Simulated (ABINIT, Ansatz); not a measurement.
# BaAlGeH (P3m1): G0W0 with ABINIT, start to end, part 2 of 2

How does a plane-wave GW calculation on BaAlGeH (P3m1) run from the first input to the gap?

ABINIT 10.8.3; PBEsol and many-body steps on it, plane waves. Known limits of the many-body steps: not at the basis limit; mesh may overstate the screening; no spin-orbit coupling; coarse k mesh.

So far. Step 2 (Ground state): The gap is indirect, with the least direct gap 0.52 eV higher. Step 3 (Empty states on the mesh, 3×3×2 mesh, 63 bands): On this mesh the gap is 1.132 eV. The earlier step found 0.787 eV, so this mesh misses an edge.

### Step 4. Screening, 3×3×2 mesh, 59 bands, screening to 98 eV

The RPA dielectric matrix is built and inverted for each q.

This step: RPA screening on PBEsol, plane waves, norm-conserving pseudopotentials.

The input, run.abi:

```
acell 3*1.0 Angstrom
rprim 
  4.344840000012 -0.000000000003 0.000000000000
  -2.172420000004 3.762741815391 0.000000000000
  0.000000000000 0.000000000000 5.216060000000
ntypat 4
znucl 56 13 32 1
natom 4
typat 1 2 3 4
xred 
  0.000000000000 0.000000000000 0.000000000000
  0.666666666667 0.333333333333 0.539500000000
  0.333333333333 0.666666666667 0.455100000000
  0.666666666667 0.333333333333 0.870300000000
pp_dirpath "pseudos"
pseudos "Ba.upf, Al.upf, Ge.upf, H.upf"
ecut 56
ngkpt 3 3 2
nshiftk 1
shiftk 0 0 0
kptopt 1
chksymbreak 0
istwfk *1
occopt 1
irdwfk 1
optdriver 3
nband 59
ecuteps 3.6
inclvkb 2
awtr 1
symchi 1
indata_prefix "in"
outdata_prefix "out"
tmpdata_prefix "tmp"
```

Launch:

```sh
$ OMP_NUM_THREADS=1 mpirun -n 4 abinit run.abi > log
```

Numbers of over 12 decimals in the logs are rounded to 6 here.

Log:

```text
.Version 10.8.3 of ABINIT. v10.8.2 released Aug 2026.

 Symmetries : space group P3 m 1 (#156); Bravais hP (primitive hexag.)
[... echo of the input left out ...]
== DATASET  1 ==================================================================
-   mpi_nproc: 4, omp_nthreads: 1 (-1 if OMP is not activated)

--- !DatasetInfo
iteration_state: {dtset: 1, }
dimensions: {natom: 4, nkpt: 6, mband: 59, nsppol: 1, nspinor: 1, nspden: 1, mpw: 11532, }
cutoff_energies: {ecut:  56.0, pawecutdg:  -1.0, }
electrons: {nelect:   3.60000000E+01, charge:   0.00000000E+00, occopt:   1.00000000E+00, tsmear:   1.00000000E-02, }

 SCREENING: Calculation of the susceptibility and dielectric matrices

 Based on a program developped by R.W. Godby, V. Olevano, G. Onida, and L. Reining.
 Incorporated in ABINIT by V. Olevano, G.-M. Rignanese, and M. Torrent.
.Using double precision arithmetic ; gwpc =  8

[... cell and pseudopotentials left out ...]
--------------------------------------------------------------------------------

 ==== K-mesh for the wavefunctions ====
 Number of points in the irreducible wedge :     6
[... list of points left out ...]
 Together with  6 symmetry operations and time-reversal symmetry
 yields    18 points in the full Brillouin Zone.

 ==== Q-mesh for the screening function ====
 Number of points in the irreducible wedge :     6
[... list of points left out ...]
 Together with  6 symmetry operations and time-reversal symmetry
 yields    18 points in the full Brillouin Zone.

 setmesh: FFT mesh size selected  =    30x   30x   45
          total number of points  =        40500

 vcoul_init : cutoff-mode = AUXILIARY_FUNCTION
 q-points for optical limit:   1
     1)      0.000010    0.000020    0.000030

- screening: taking advantage of time-reversal symmetry
- Maximum band index for partially occupied states nbvw = 18
- Remaining bands to be divided among processors   nbcw = 41
- Number of bands treated by each node ~10

 Number of electrons calculated from density =   36.0000; Expected =   36.0000
 average of density, n =  0.062558
 r_s =    1.5627
 omega_plasma =   24.1267 [eV]

 calculating chi0 at frequencies [eV] :
  1    0.000000E+00    0.000000E+00
  2    0.000000E+00    2.412671E+01

--------------------------------------------------------------------------------
  q-point number  1        q = ( 0.000000, 0.000000, 0.000000) [r.l.u.]
--------------------------------------------------------------------------------
[... chi0 elements left out ...]
 For q-point:  0.000010 0.000020 0.000030
  dielectric constant =  25.8098
  dielectric constant without local fields =  29.0131

  Average fulfillment of the sum rule on Im[epsilon] for q-point    1 :     36.76  [%]
[... wings left out ...]
  q-point number  2        q = ( 0.333333, 0.000000, 0.000000) [r.l.u.]
--------------------------------------------------------------------------------
[... chi0 elements left out ...]
  Average fulfillment of the sum rule on Im[epsilon] for q-point    2 :     43.93  [%]

 [... 4 further q-points ...]
```

Run time: 14 s. Hardware: 4 MPI ranks of AMD EPYC 7R13 (Zen 3), shared host; peak memory 1 GiB; 54 s of CPU time.

This step gave:

- ε∞ with local fields, on this mesh, along the program's q direction: 25.81
- the same without local fields: 29.01
- plasma frequency: 24.13 eV
- plane waves in the screening matrix: 201

Local fields lower ε∞ by 11 %. On a Γ-centred mesh this coarse the value itself is usually too large, while a short band sum pulls it down.

### Step 5. Self-energy, 3×3×2 mesh, 59 bands, screening to 98 eV

The self-energy is evaluated for the states that the input lists, and the levels follow from it, in one-shot runs by the linearised quasiparticle equation.

This step: G0W0 on PBEsol, plane waves, norm-conserving pseudopotentials.

run.abi: that of step 4 with these lines changed.

```diff
@@ -25,8 +25,17 @@
 irdwfk 1
-optdriver 3
+optdriver 4
 nband 59
+gwcalctyp 0
+ecutsigx 56
+symsigma 1
+nkptgw 2
+kptgw 
+  0.0000000000 0.0000000000 0.5000000000
+  0.0000000000 0.0000000000 0.0000000000
+bdgw 
+  16 21
+  17 21
 ecuteps 3.6
-inclvkb 2
-awtr 1
-symchi 1
+irdscr 1
+ppmodel 1
 indata_prefix "in"
```

Log:

```text
.Version 10.8.3 of ABINIT. v10.8.2 released Aug 2026.

 Symmetries : space group P3 m 1 (#156); Bravais hP (primitive hexag.)
[... echo of the input left out ...]
== DATASET  1 ==================================================================
-   mpi_nproc: 4, omp_nthreads: 1 (-1 if OMP is not activated)

--- !DatasetInfo
iteration_state: {dtset: 1, }
dimensions: {natom: 4, nkpt: 6, mband: 59, nsppol: 1, nspinor: 1, nspden: 1, mpw: 11532, }
cutoff_energies: {ecut:  56.0, pawecutdg:  -1.0, }
electrons: {nelect:   3.60000000E+01, charge:   0.00000000E+00, occopt:   1.00000000E+00, tsmear:   1.00000000E-02, }

 SIGMA: Calculation of the GW corrections

 Based on a program developped by R.W. Godby, V. Olevano, G. Onida, and L. Reining.
 Incorporated in ABINIT by V. Olevano, G.-M. Rignanese, and M. Torrent.
.Using double precision arithmetic ; gwpc =  8

[... cell and pseudopotentials left out ...]
--------------------------------------------------------------------------------

 ==== K-mesh for the wavefunctions ====
 Number of points in the irreducible wedge :     6
[... list of points left out ...]
 Together with  6 symmetry operations and time-reversal symmetry
 yields    18 points in the full Brillouin Zone.

 ==== Q-mesh for screening function ====
 Number of points in the irreducible wedge :     6
[... list of points left out ...]
 Together with  6 symmetry operations and time-reversal symmetry
 yields    18 points in the full Brillouin Zone.

 vcoul_init : cutoff-mode = AUXILIARY_FUNCTION
 q-points for optical limit:   1
     1)      0.000010    0.000020    0.000030
 setmesh: FFT mesh size selected  =    48x   48x   72
          total number of points  =       165888

 Number of electrons calculated from density =   36.0000; Expected =   36.0000
 average of density, n =  0.062558
 r_s =    1.5627
 omega_plasma =   24.1267 [eV]

 === KS Band Gaps ===
  >>>> For spin  1
   Minimum direct gap =   1.3497 [eV], located at k-point      :   0.0000  0.0000  0.5000
   Fundamental gap    =   1.1320 [eV], Top of valence bands at :   0.0000  0.0000  0.5000
                                       Bottom of conduction at :   0.0000  0.0000  0.0000
 SIGMA fundamental parameters:
 PLASMON POLE MODEL  1
 number of plane-waves for SigmaX                11523
 number of plane-waves for SigmaC and W            201
 number of plane-waves for wavefunctions         11523
 number of bands                                    59
 number of independent spin polarizations            1
 number of spinorial components                      1
 number of k-points in IBZ                           6
 number of q-points in IBZ                           6
 number of symmetry operations                       6
 number of k-points in BZ                           18
 number of q-points in BZ                           18
 number of frequencies for dSigma/dE                 9
 frequency step for dSigma/dE [eV]                0.25
 number of omega for Sigma on real axis              0
 max omega for Sigma on real axis  [eV]           0.00
 zcut for avoiding poles [eV]                     0.10

 EPSILON^-1 parameters (SCR file):
 dimension of the eps^-1 matrix on file            201
 dimension of the eps^-1 matrix used               201
 number of plane-waves for wavefunctions         11523
 number of bands                                    59
 number of q-points in IBZ                           6
 number of frequencies                               2
 number of real frequencies                          1
 number of imag frequencies                          1

 matrix elements of self-energy operator (all in [eV])

 Perturbative Calculation

--- !SelfEnergy_ee
iteration_state: {dtset: 1, }
kpoint     : [   0.000,    0.000,    0.500, ]
spin       : 1
KS_gap     :    1.350
QP_gap     :    1.797
Delta_QP_KS:    0.448
data: !SigmaeeData |
     Band     E0 <VxcDFT>   SigX SigC(E0)      Z dSigC/dE  Sig(E)    E-E0       E
       16   5.840 -11.468 -12.932   1.619   0.780  -0.281 -11.347   0.120   5.961
       17   5.840 -11.468 -12.932   1.619   0.780  -0.281 -11.347   0.120   5.961
       18   5.885 -10.816 -12.000   1.361   0.778  -0.286 -10.678   0.138   6.023
       19   7.235 -10.942  -6.831  -3.364   0.783  -0.277 -10.357   0.585   7.821
       20   7.820  -9.640  -5.449  -3.510   0.791  -0.264  -9.101   0.539   8.359
       21   7.820  -9.640  -5.449  -3.510   0.791  -0.264  -9.101   0.539   8.359

--- !SelfEnergy_ee
iteration_state: {dtset: 1, }
kpoint     : [   0.000,    0.000,    0.000, ]
spin       : 1
KS_gap     :    1.553
QP_gap     :    1.932
Delta_QP_KS:    0.379
data: !SigmaeeData |
     Band     E0 <VxcDFT>   SigX SigC(E0)      Z dSigC/dE  Sig(E)    E-E0       E
       17   5.464 -10.985 -12.398   1.544   0.780  -0.282 -10.883   0.103   5.567
       18   5.464 -10.985 -12.398   1.544   0.780  -0.282 -10.883   0.103   5.567
       19   7.017 -10.278  -6.345  -3.319   0.784  -0.275  -9.796   0.482   7.499
       20   9.188 -10.155  -5.636  -3.717   0.786  -0.273  -9.525   0.630   9.818
       21   9.188 -10.155  -5.636  -3.717   0.786  -0.273  -9.525   0.630   9.818

== END DATASET(S) ==============================================================
================================================================================

 -outvars: echo values of variables after computation  --------
           etotal      0.0000000000E+00
            nband          59
             nkpt           6
          spgroup         156
 [... the other variables as echoed above ...]

 Calculation completed.
```

It took 8.2 s on 4 MPI ranks; peak memory 1 GiB.

This step gave:

```
G0W0 gap on the points computed              : 1.476 eV
starting gap on the mesh                     : 1.132 eV
k of the valence top                         : 0, 0, 0.5
k of the conduction bottom                   : 0, 0, 0
Z at the valence top                         : 0.778
Z at the conduction bottom                   : 0.784
least direct G0W0 gap on the computed points : 1.798 eV
```

The gap on the mesh goes from 1.13 eV to 1.48 eV, a correction of +0.34 eV. The start differs from the 0.79 eV found before because the two sample other k points.

Limits: finite bands, cutoff and mesh; no spin-orbit coupling; coarse k mesh. v1 is the top filled band, c1 the lowest empty one. The levels before and after the correction (eV, zero at the valence-band top of each column):

|  | conduction bottom | valence top |
| --- | --- | --- |
| Kohn-Sham | 1.13 | 0.00 |
| G0W0 | 1.48 | 0.00 |

```
                     level  energy (eV)
Kohn-Sham  (0 0 0.5) v3-v2       -0.045
Kohn-Sham     (0 0 0.5) v1        0.000
Kohn-Sham     (0 0 0.5) c1        1.350
Kohn-Sham  (0 0 0.5) c2-c3        1.935
Kohn-Sham          Γ v2-v1       -0.422
Kohn-Sham             Γ c1        1.132
Kohn-Sham          Γ c2-c3        3.302
     G0W0  (0 0 0.5) v3-v2       -0.062
     G0W0     (0 0 0.5) v1        0.000
     G0W0     (0 0 0.5) c1        1.798
     G0W0  (0 0 0.5) c2-c3        2.336
     G0W0          Γ v2-v1       -0.456
     G0W0             Γ c1        1.476
     G0W0          Γ c2-c3        3.795
```

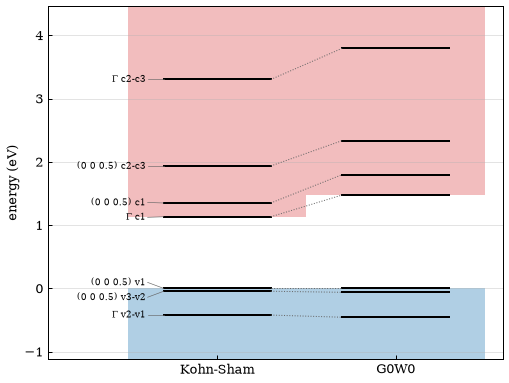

Levels before and after the correction. Shaded: valence and conduction bands.

### Step 6. Where the time went

Times are wall times on 4 MPI ranks of AMD EPYC 7R13 (Zen 3), shared host, good to a factor of about two.

```csv
step,time,share,memory (GiB)
ground state,64 s,53 %,0.63
empty states on the mesh,35 s,29 %,0.46
screening,14 s,11 %,1.0
self-energy,8.2 s,7 %,1.0
```

### Step 7. Results

```
PBEsol gap                           : 0.79 eV, indirect
G0W0 gap on the mesh                 : 1.48 eV
G0W0 gap over the zone (rigid shift) : 1.13 eV
GW settings                          : 3×3×2 mesh, 59 bands, screening to 98 eV, Godby-Needs plasmon pole
known limits                         : not at the basis limit; mesh may overstate the screening; no spin-orbit coupling; coarse k mesh
```

G0W0 moves the gap on the mesh from 1.13 eV to 1.48 eV (+0.34 eV), with Z of 0.78 and 0.78 at the edges. The mesh misses the band edges by 0.35 eV in all; a rigid shift gives 1.13 eV for the zone. Local fields lower the RPA ε∞ on this mesh from 29.01 to 25.81; a Γ-centred mesh this coarse tends to raise both, most where the direct gap is narrow, while a short band sum lowers them. Only 2 of the mesh's irreducible points were corrected, so a valley elsewhere could overtake. The dearest step here is «ground state». Bands and cutoff are finite, so the gap is not at the basis limit. The miss can reach some tenths of an eV and take either sign; the mesh is an error of its own. In the G0W0 run levels were corrected at 2 k points alone, so a gap called «on the mesh» is the least over those, and an edge elsewhere would be missed. A denser mesh or path gives a starting gap of 0.79 eV: the GW mesh misses a band edge, so its gaps are not the fundamental one. The 3×3×2 mesh is coarse for this cell, which bears on the long-range parts of exchange and screening. The RPA ε∞ on this mesh reaches over 25; with a narrow direct gap a coarse mesh can overstate it, and the correction is then too small. The many-body steps are scalar-relativistic: spin-orbit coupling is not in them.

[Paths, hosts, dates, memory and timing lines, banners, echoed tables and standing remarks are left out of the program output.]

[Logs are printed without paths, hosts, clocks, repeated set-up lines and the standing remarks that a program may print on its own settings, such as how far it seeks lower states.]

[Runs of the session that timed out or met a known fault of the program may be left out.]

[Hosts, paths, dates, database ids (printed as entryN), source tags and the programs' standing remarks are cut or masked in the printed files.]

[G0W0 gaps are taken among the corrected bands and points alone; a level outside them can change the order at an edge.]

[Where Ansatz stands beside ABINIT at settings called matched, ABINIT's density can come from a denser mesh and the files from another edition; pairs whose starting gaps differed by over 0.03 eV were left out, so agreement reads better than it is.]
